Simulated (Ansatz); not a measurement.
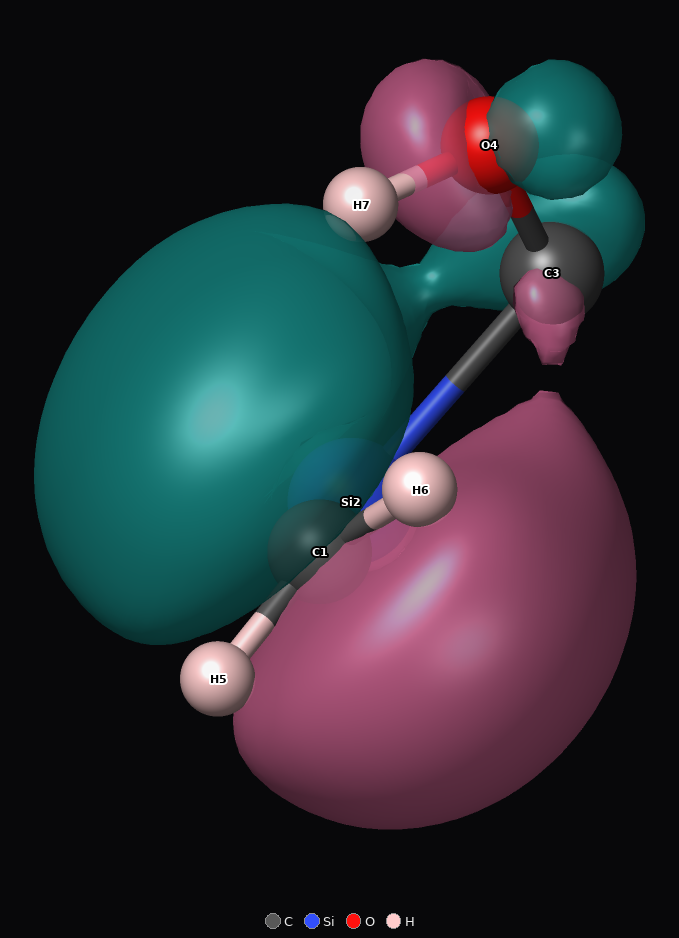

Figure 1: C2H3OSi (charge −1). The HOMO−1 at ±0.08 Å⁻³ᐟ² (teal and pink are the two phases), seen at an oblique angle.

The highest occupied orbital lies above zero, a sign that basis and functional describe the outermost electron poorly.

Computed with RKS B3LYP-D4/def2-SVP (Ansatz).

```xyz
7

C    -0.7554    0.6994   -0.3569
Si   -1.1494   -0.9902    0.0923
C     0.5103   -1.2558    1.0948
O     1.5549   -0.7844    0.4322
H    -1.4530    1.3225   -0.9427
H     0.0557    1.3135    0.0740
H     1.2368   -0.3050   -0.3937
```

### Describe this orbital and give its energy.

By Hirshfeld shares it lies mainly on C1 (about 50 %) and Si2 (about 30 %). Its energy is −0.62 eV.
